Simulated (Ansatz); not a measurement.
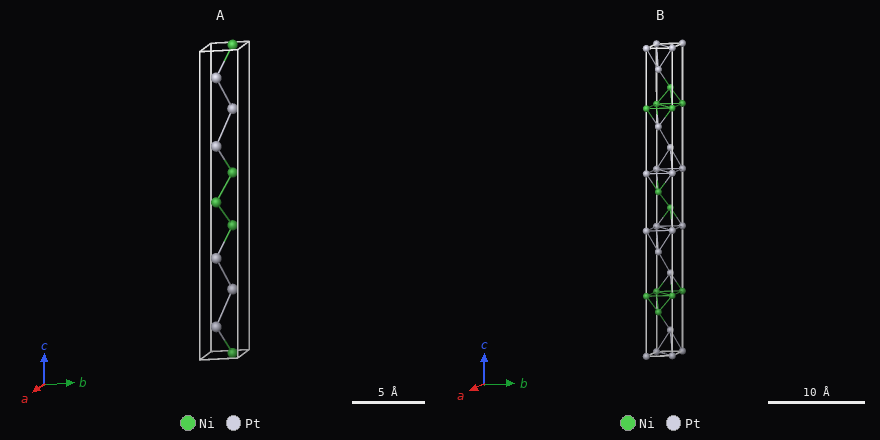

Two structures of Ni2Pt3, each relaxed to rest (conventional cells in solid outline, small ones repeated, not to one scale). Method: DFT PBE, scalar-relativistic, plane waves, PAW in Ansatz 0.2.0, with collinear spins.

What are A and B?

Answer. A: 10 atoms a cell on a primitive hexagonal lattice, P-6m2. B: 15 atoms a cell on a rhombohedral (trigonal R) lattice, R-3m.

Which is the more stable form at this level of theory?

Answer. B is lower, by 41 meV/atom at this level of theory (energies at zero smearing). Volumes: A 14.1, B 14.0 Å³/atom.

One or both may be structure types tried for this composition rather than known phases.
